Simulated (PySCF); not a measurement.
## Electronic structure of C$_{4}$H$_{10}$FNSi (SMILES FC[C@H]1CC[SiH2]N1) in real space

Input file:

```
{"job": {"kind": "uv", "xc": "wB97X-D", "basis": "def2-SVPD", "nstates": 8, "ntriplets": 3}, "charge": 0, "multiplicity": 1}
F      2.955786     0.778477     0.488334
C      2.093925    -0.276150     0.290684
C      0.755736     0.224147    -0.245621
C     -0.143121    -0.940198    -0.667173
C     -1.582238    -0.432263    -0.723251
Si    -1.674659     0.827429     0.699726
N      0.032968     0.939974     0.783971
H      2.580931    -0.950935    -0.420238
H      1.967469    -0.765563     1.261134
H      0.964638     0.875553    -1.109781
H     -0.068134    -1.719498     0.094020
H      0.184300    -1.359437    -1.620059
H     -2.284172    -1.258816    -0.649102
H     -1.766457     0.058045    -1.678962
H     -2.376208     2.053121     0.302867
H     -2.212038     0.290350     1.952445
H      0.564275     1.667794     1.231096
```

Command:

```sh
OMP_NUM_THREADS=1 python probes_run.py task.json out
```

Geometry: GFN2-xTB.

All numbers below come from PySCF, wB97X-D/def2-SVPD, SCF density, gas phase.

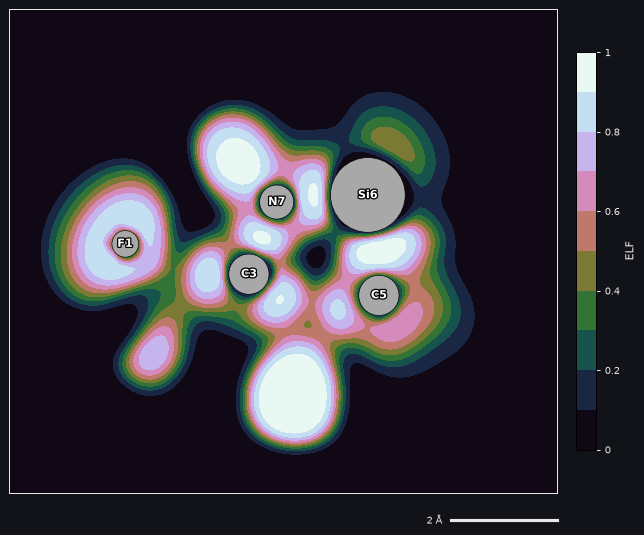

Figure 1. ELF on the plane of atoms C3, N7 and Si6. Grey discs cover the atomic cores.

Question: What do the fields say about this system?

Answer:
- The plane passes through F, C, Si and N nuclei.
- C–N (1.45 Å): the ELF peaks at about 0.95 between the atoms, as expected for a shared electron pair.
- Si–N (1.71 Å): the ELF peaks at about 0.90 between the atoms: a polar covalent bond.
- C–Si (1.90 Å): the ELF peaks at about 0.95 between the atoms, as expected for a shared electron pair.
- The ELF also peaks beside F1, away from the bonds: lone-pair regions.

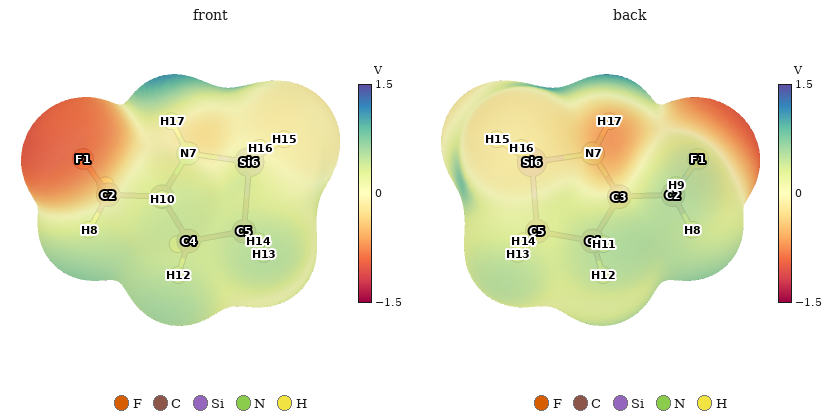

Figure 2. The electrostatic potential painted on the density surface at 0.001 e/bohr³, seen from the front and from behind; red is negative and blue positive.

Question: Which sites attract a positive test charge, and which a negative one?

Answer: A positive charge is drawn to the negative regions and a negative charge to the positive ones. The most negative region (about −1.0 V) lies over F1, the most positive (about +1.1 V) over H17.

Question: What dipole moment does the calculation give?

Answer: Its dipole moment is 1.56 D.
